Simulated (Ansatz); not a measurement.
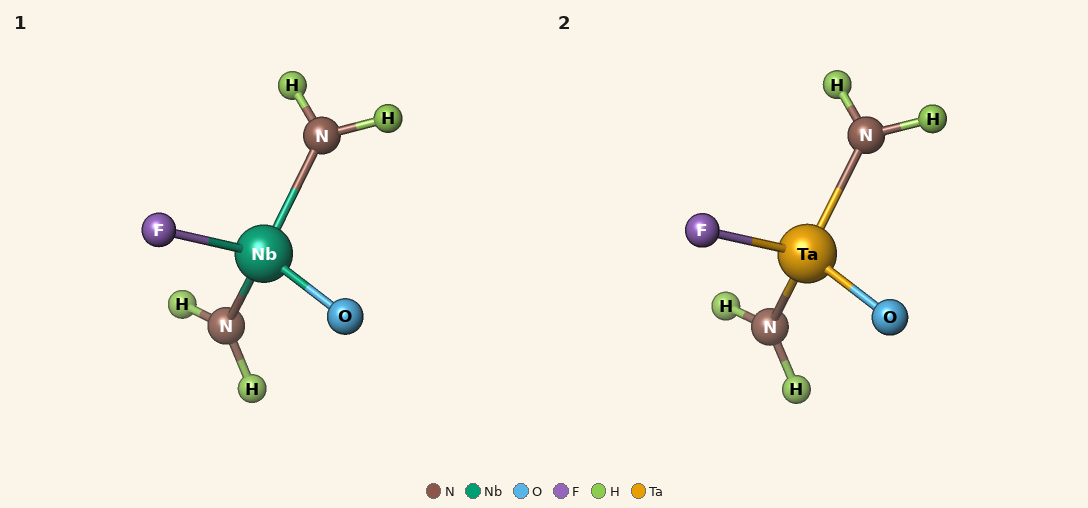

2 molecules with one skeleton, seen from the same side and at one scale. Charge 0, singlet. Computed geometries: PBE0-D4/def2-TZVP optimisations, one conformation each. Properties computed with Ansatz 0.2.0. Elements past Kr carry core potentials.

One atom differs, called X below: Nb in panel 1, Ta in panel 2. Their formulas are FH4N2NbO (`[NH2][Nb]([NH2])(=[O])[F]`), FH4N2OTa (`[NH2][Ta]([NH2])(=[O])[F]`).

> In which is the dipole moment larger (r2SCAN-D4/def2-TZVPP)?

In panel 2 (X = Ta).

Give the values. With PBE0-D4/def2-TZVP: length of X–F (Å), mean length of X–N (Å), length of X–O (Å), mean angle N–X–O (°), harmonic zero-point energy (kJ/mol). With ωB97M-V/def2-SVP: HOMO energy (Kohn–Sham orbital) (eV), HOMO–LUMO gap (eV). With r2SCAN-D4/def2-TZVPP: dipole moment (D).

| quantity | 1 (Nb) | 2 (Ta) | 2 − 1 |
| --- | --- | --- | --- |
| length of X–F (Å) | 1.890 | 1.898 | +0.008 |
| mean length of X–N (Å) | 1.970 | 1.978 | +0.008 |
| length of X–O (Å) | 1.692 | 1.717 | +0.025 |
| mean angle N–X–O (°) | 106.9 | 106.5 | −0.4 |
| HOMO energy (Kohn–Sham orbital) (eV) | −9.98 | −10.08 | −0.10 |
| HOMO–LUMO gap (eV) | 10.89 | 11.20 | +0.31 |
| dipole moment (D) | 3.92 | 4.17 | +0.25 |
| harmonic zero-point energy (kJ/mol) | 146.6 | 146.3 | −0.3 |
